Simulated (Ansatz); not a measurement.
ClH$_{3}$OSi···HF

Input file:

```
crystal:
  periodic: [false, false, false]
  atoms:
    - {symbol: Si, position_ang: [-0.593306, 0.138153, 0.025335]}
    - {symbol: F, position_ang: [2.089591, -1.944841, 0.330384]}
    - {symbol: H, position_ang: [-0.497496, -0.706660, -1.183000]}
    - {symbol: H, position_ang: [-0.836500, -0.608521, 1.269137]}
    - {symbol: O, position_ang: [-1.764212, 1.265523, -0.087517]}
    - {symbol: H, position_ang: [2.145093, -1.017782, 0.317424]}
    - {symbol: Cl, position_ang: [1.265896, 1.058102, 0.199229]}
    - {symbol: H, position_ang: [-1.808967, 1.815927, -0.870991]}
basis:
  gaussian: {orbitals: def2-TZVPP}
hamiltonian: {xc: pbe0, dispersion: d4}
output: {orbitals: {seedname: orbitals}}
```

Command:

```sh
ansatz run in.yaml --threads 4 --pin off --events-out ev --progress --plain --max-ram 9574MiB
```

The product side of a reaction path; geometry: PBE0-D4/def2-TZVP; a saddle point, not a minimum.

Method: Ansatz 0.2.0, RKS PBE0-D4/def2-TZVPP.

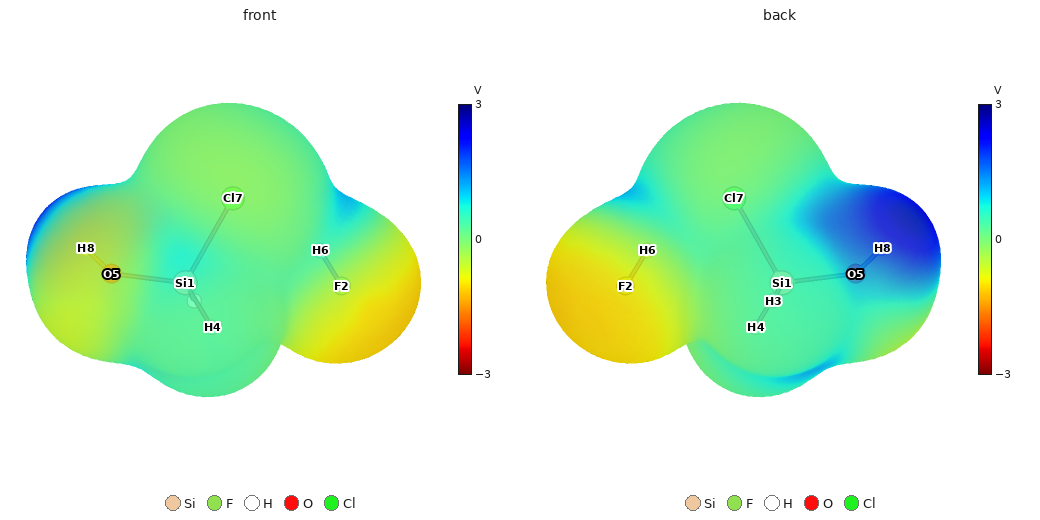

Figure 1. The molecular electrostatic potential painted on the density surface at 0.001 e/bohr³, seen from the front and from behind; red is negative and blue positive.

### Where is the surface potential most negative and most positive?

The most negative region (about −1.1 V) lies over F2, the most positive (about +2.5 V) over H8.

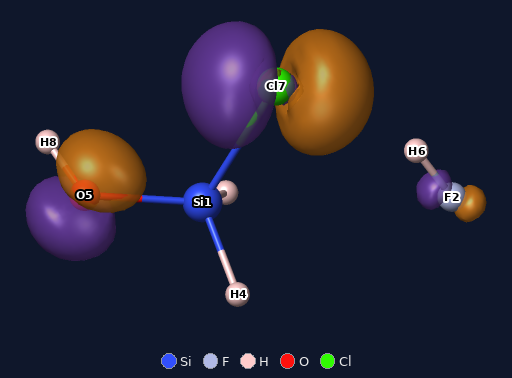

Figure 2. The HOMO−1 at ±0.2 Å⁻³ᐟ² (orange and purple are the two phases), seen at a tilt.

### What is the character of this orbital?

Its weight (Hirshfeld) is mainly on Cl7 (about 60 %) and O5 (about 30 %). Its energy is −9.85 eV.

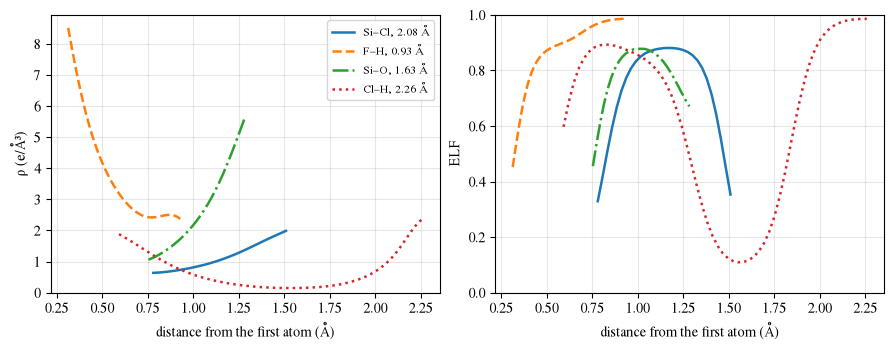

Figure 3. Electron density and electron localisation function along straight lines between neighbouring atoms. The curves leave out the atomic cores.

### What kind of bonding do the profiles show?

Si–Cl (2.08 Å): ρ at the midpoint is about 0.87 e/Å³; the ELF peaks at about 0.90 between the atoms (a shared but strongly polarised pair).
F–H (0.93 Å): ρ at the midpoint is about 4.7 e/Å³; the ELF climbs to about 1 towards the hydrogen, as it does in any bond to H (a covalent bond by its length).
Si–O (1.63 Å): ρ is about 1.2 e/Å³ halfway; the ELF peaks at about 0.90 between the atoms; a polar covalent bond.
Cl7···H6 (2.26 Å): the density falls to about 0.15 e/Å³ on the way; the ELF dips to about 0.10 between them: a closed-shell contact with the geometry of a hydrogen bond.
